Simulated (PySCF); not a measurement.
# One shape, several levels: NCO (nco radical)

We compute a comparison of 5 runs (UB3LYP/STO-3G, UM06-2X/STO-3G, UPBE/STO-3G, USVWN5/STO-3G, FCI/STO-3G) of NCO (nco radical). 

The results are computed with PySCF 2.14.0.

16 further runs of the same task are left out: 4 that didn't finish, 12 set aside as unsound or not needed.

**1. Starting point**

NCO has 3 atoms, charge 0, and is taken as a doublet. SMILES: `[N]=C=O`. The N1–C2 distance was set to 2.200 Å, away from the relaxed value. At this shape a bond of the SMILES string is far longer than usual.

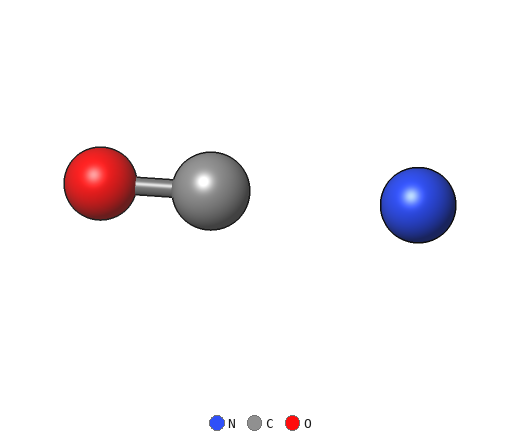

Viewed from a chosen angle; nitrogen blue, carbon grey, oxygen red.

**2. The energy at UB3LYP/STO-3G (run 1)**

calc.py reads:

```python
from pyscf import gto, dft

mol = gto.M(
    atom='N 1.753770 0.766367 1.049182; C -0.013800 -0.006000 -0.008300; O -0.954400 -0.417100 -0.571000',
    max_memory=1860,
    spin=1,
    verbose=3,
    basis='sto-3g',
    charge=0,
)

ks = dft.UKS(mol)
ks.xc = 'b3lyp'
ks.conv_tol = 1e-10
ks.grids.level = 5
ks.kernel()
if not ks.converged:
    ks = ks.newton().run(ks.mo_coeff, ks.mo_occ)

etot = ks.e_tot
print(f'total energy: {etot:.8f} hartree')
```

Run with:

```sh
$ OMP_NUM_THREADS=1 python calc.py
```

Output:

```text
converged SCF energy = -165.569342233962  <S^2> = 0.75996918  2S+1 = 2.0099445
total energy: -165.56934223 hartree
```

It took 4.2 s on 1 thread of Intel Xeon Platinum 8488C (Sapphire Rapids), shared host; peak memory 0.19 GiB.

**3. A single-point energy at UM06-2X/STO-3G (run 2)**

calc.py reads:

```python
from pyscf import gto, dft

molecule = gto.Mole()
molecule.atom = '''
N        1.753770       0.766367       1.049182
C       -0.013800      -0.006000      -0.008300
O       -0.954400      -0.417100      -0.571000
'''
molecule.max_memory = 1860
molecule.spin = 1
molecule.charge = 0
molecule.basis = 'sto-3g'
molecule.verbose = 4
molecule.build()

ks = dft.UKS(molecule, xc='m06-2x')
ks.conv_tol = 1e-10
ks.grids.level = 5
ks.kernel()
if not ks.converged:
    ks = ks.newton().run(ks.mo_coeff, ks.mo_occ)

e_final = ks.e_tot
print('Final energy', e_final)
```

Run with:

```sh
$ OMP_NUM_THREADS=1 python calc.py
```

Output:

```text
PySCF version 2.14.0

[INPUT] num. atoms = 3
[INPUT] num. electrons = 21
[INPUT] charge = 0
[INPUT] spin (= nelec alpha-beta = 2S) = 1
[INPUT] symmetry False subgroup None
[INPUT] Mole.unit = angstrom
[INPUT] Symbol           X                Y                Z      unit          X                Y                Z       unit  Magmom
[INPUT]  1 N      1.753770000000   0.766367000000   1.049182000000 AA    3.314144985478   1.448223740905   1.982666634823 Bohr   0.0
[INPUT]  2 C     -0.013800000000  -0.006000000000  -0.008300000000 AA   -0.026078220519  -0.011338356747  -0.015684726834 Bohr   0.0
[INPUT]  3 O     -0.954400000000  -0.417100000000  -0.571000000000 AA   -1.803554613285  -0.788204766556  -1.079033617127 Bohr   0.0

nuclear repulsion = 40.5939722265078
number of shells = 9
number of NR pGTOs = 45
number of NR cGTOs = 15
basis = sto-3g
ecp = {}

[... 34 lines left out ...]
WARN: beta  nocc = 10  HOMO -0.147229869495136 >= LUMO -0.147226333578274
[... 114 lines left out ...]
converged SCF energy = -165.569905895782  <S^2> = 0.75218864  2S+1 = 2.0021874
Final energy -165.56990589578183
```

Run time: 9.9 s. Hardware: 1 thread of Intel Xeon Platinum 8488C (Sapphire Rapids), shared host; peak memory 0.2 GiB.

Runs 3 to 4 aren't shown in full; the table further down has their settings and results.

**4. The energy at FCI/STO-3G (run 5)**

geometry.xyz reads:

```xyz
3

N      1.753770     0.766367     1.049182
C     -0.013800    -0.006000    -0.008300
O     -0.954400    -0.417100    -0.571000
```

input.py reads:

```python
from pyscf import gto, scf, mcscf

mol = gto.M(
    atom='geometry.xyz',
    max_memory=1860,
    basis='sto-3g',
    verbose=3,
    spin=1,
)

hf = scf.ROHF(mol)
hf.conv_tol = 1e-10
hf.kernel()
if not hf.converged:
    hf = hf.newton().run(hf.mo_coeff, hf.mo_occ)

cas = mcscf.CASCI(hf, hf.mo_coeff.shape[-1] - 3, (mol.nelec[0] - 3, mol.nelec[1] - 3))  # full CI above the frozen core
cas.fix_spin_(ss=0.75)
cas.kernel()
etot = cas.e_tot
print('E(%s) = %.9f' % ('FCI', etot))
```

Run with:

```sh
$ OMP_NUM_THREADS=1 python input.py
```

Output:

```text
converged SCF energy = -164.788930446543
CASCI E = -164.966189166543  E(CI) = -50.6692738090974  S^2 = 0.7500000
E(FCI) = -164.966189167
```

Run time: 15 s. Hardware: 1 thread of Intel Xeon Platinum 8488C (Sapphire Rapids), shared host; peak memory 0.2 GiB.

**5. The series**

```csv
run,level,integration grid,frozen core orbitals,energy (Eh),dipole moment (D) of the reference,HOMO energy (eV),LUMO energy (eV),wall time
1,UB3LYP/STO-3G,5,–,-165.569342,1.31,-1.94,0.17,4.2 s
2,UM06-2X/STO-3G,5,–,-165.569906,1.45,-3.81,2.30,9.9 s
3,UPBE/STO-3G,5,–,-165.421485,1.18,-1.62,0.02,5.7 s
4,USVWN5/STO-3G,5,–,-164.210572,1.05,-1.23,-1.16,3.6 s
5,FCI/STO-3G,–,3,-164.966189,0.97,–,–,15 s
```

**6. Outcome**

| quantity | value |
| --- | --- |
| run 5: total energy | -164.96619 Eh |
| run 5: dipole moment (Hartree–Fock density) | 0.97 D |
| run 5: correlation energy (3 core orbitals frozen) | -177.3 mEh |

Over runs 1, 2, 3, 4 the dipole moment (its size) runs from 1.05 D (USVWN5/STO-3G) to 1.45 D (UM06-2X/STO-3G). Totals of different functionals can't be ranked against each other. In runs 1, 2, 3, 4, 5 the basis is minimal, so the values are rough. Spin contamination of the reference: run 4 ⟨S²⟩ = 1.75, run 3 ⟨S²⟩ = 1.63. Where it is this large, the reference is a mixture of spin states, and values that rest on it are in doubt. All runs together took 39 s, the longest 15 s.
